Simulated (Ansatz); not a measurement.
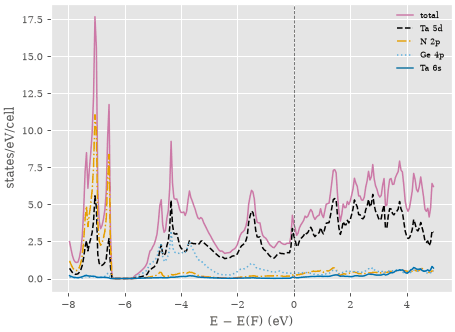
Fig. 1. Total and projected density of states of Ta₂GeN in space group P6_3/mmc (No. 194; Ge on 2d, Ta on 4f, N on 2a), r²SCAN (plane waves, PAW; program Ansatz)

Which orbitals carry the states next to the Fermi level?

Within 0.5 eV of the Fermi level: Ta 5d 74 %, Ge 4p 12 %, N 2p 8 %. Projections are on Löwdin-orthogonalised atomic valence shells; empty p or d shells of many metals are not among them.

Where is the tallest occupied peak in this window, and what makes it?

Near -7.1 eV, about 18 states/eV per cell; the largest projected share is N 2p.

The start of the workflow was typed in or built on a structure type; neither database checked (COD, Materials Project) lists it. Whether it is the stable phase at ambient conditions was not checked. Symmetry was held in the r²SCAN relaxation; whether a distortion lowers the energy is not shown. The run is not spin-polarised. Spin–orbit coupling is left out wherever it is not named.

Potentials: the earlier of the program's two PAW sets.
